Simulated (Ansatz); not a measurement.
# Cl$_{3}$HOSn···NH$_{3}$: what the fields show

Input

```
crystal:
  periodic: [false, false, false]
  atoms:
    - { symbol: Sn, position_ang: [0.131583, -0.025561, -0.013985] }
    - { symbol: Cl, position_ang: [0.397283, -0.178701, 2.347464] }
    - { symbol: O, position_ang: [1.911331, -0.001833, -0.767587] }
    - { symbol: H, position_ang: [2.414553, -0.803945, -0.770584] }
    - { symbol: Cl, position_ang: [-0.795465, 1.97571, -0.688636] }
    - { symbol: Cl, position_ang: [-0.923366, -1.91136, -0.859485] }
    - { symbol: "N", position_ang: [-2.877246, -0.003716, 1.364291] }
    - { symbol: H, position_ang: [-2.965327, -0.695307, 0.649004] }
    - { symbol: H, position_ang: [-2.791648, 0.923972, 1.00479] }
    - { symbol: H, position_ang: [-2.160097, -0.23136, 2.056528] }
basis:
  gaussian: { orbitals: def2-SVP }
hamiltonian:
  xc: hf
relax:
  f_tol: 0.03
  max_steps: 50
output:
  orbitals: {}
```

Launched as:

```sh
ansatz run input.yaml --threads 2 --pin off --max-ram 3072MiB --backend cpu --events-out ev --progress --plain --runs-dir out
```

The fields are those of the run's last geometry, not of the input's.

Core potentials replace the inner electrons of Sn.

The calculation used RHF/def2-SVP in Ansatz.

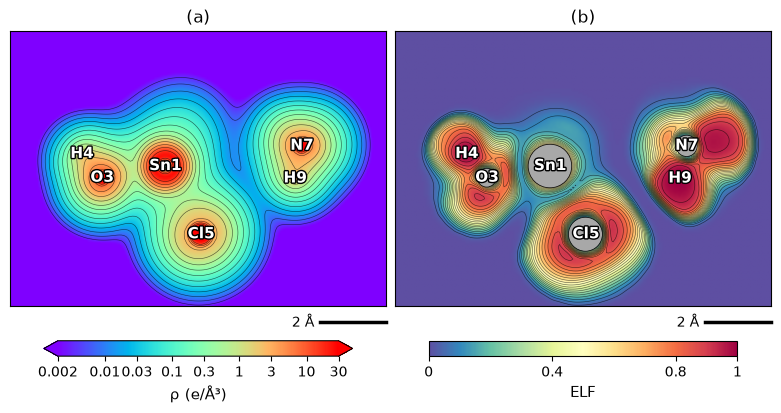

Figure 1. (a) electron density; (b) electron localisation function on the plane of atoms O3, Sn1 and Cl5. Grey discs cover the atomic cores in the ELF map.

Question: Read the bonding off the picture.

Answer: The section cuts through Sn, O, H, Cl and N sites.
Sn1···N7 (4.14 Å): the density falls to about 0.01 e/Å³ on the way; the ELF dips to about 0 between them (a non-bonded, intermolecular contact).
Sn–O (1.93 Å): the density is about 0.8 e/Å³ at the midpoint; the ELF peaks at about 0.85 in the valence shell of O, 0.6 Å from its nucleus, and drops to about 0.10 between the two atoms.
Sn–Cl (2.31 Å): the density is about 0.59 e/Å³ at the midpoint; the ELF peaks at about 0.85 in the valence shell of Cl, 0.8 Å from its nucleus, and drops to about 0.15 between the two atoms.
O–H (0.95 Å): the density is about 3.8 e/Å³ at the midpoint; the ELF climbs to about 1 towards the hydrogen, as it does in any bond to H (a covalent bond by its length).
N–H (1.00 Å): the density is about 2.9 e/Å³ at the midpoint; the ELF climbs to about 1 towards the hydrogen (a covalent bond by its length).
The ELF also peaks beside Cl5, O3 and N7, away from the bonds: lone-pair regions.

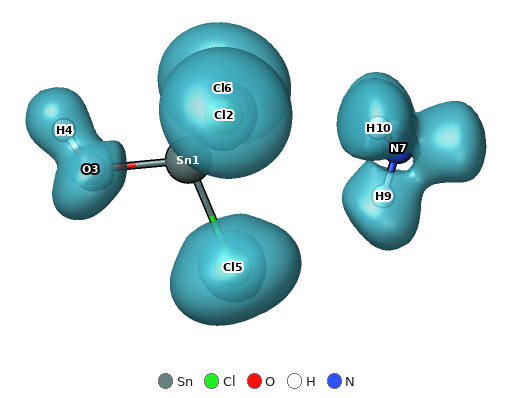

Figure 2. Isosurface of the electron localisation function at 0.75 (cyan), seen across its widest extent. Core shells and regions of very low density are left out.

Question: Describe the localisation domains.

Answer: The surface consists of three regions wrapped around Cl (the valence shell of each), one joined region spread over several atoms (H, N), in which their bonds and any lone pairs are merged and one joined region spread over several atoms (H, O), in which their bonds and any lone pairs are merged.

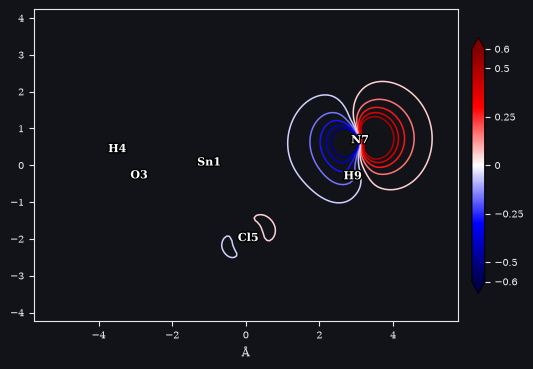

Figure 3. The HOMO on the plane of atoms O3, Sn1 and Cl5 (values in Å⁻³ᐟ²; the overall sign is arbitrary).

Question: What is the character of this orbital?

Answer: By Hirshfeld shares it lies mainly on N7 (about 80 %); largely a lone pair of N7. Its energy is −11.37 eV.

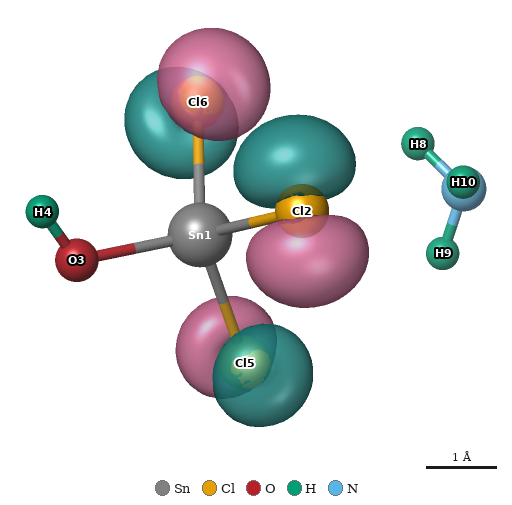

Figure 4. The HOMO−1 at ±0.15 Å⁻³ᐟ² (teal and pink are the two phases), seen at a tilt.

Question: Describe this orbital and give its energy.

Answer: By Hirshfeld shares it lies mainly on Cl2 (about 40 %), Cl6 (about 35 %) and Cl5 (about 25 %); largely a combination of lone pairs on Cl2, Cl6 and Cl5. Its energy is −13.11 eV.
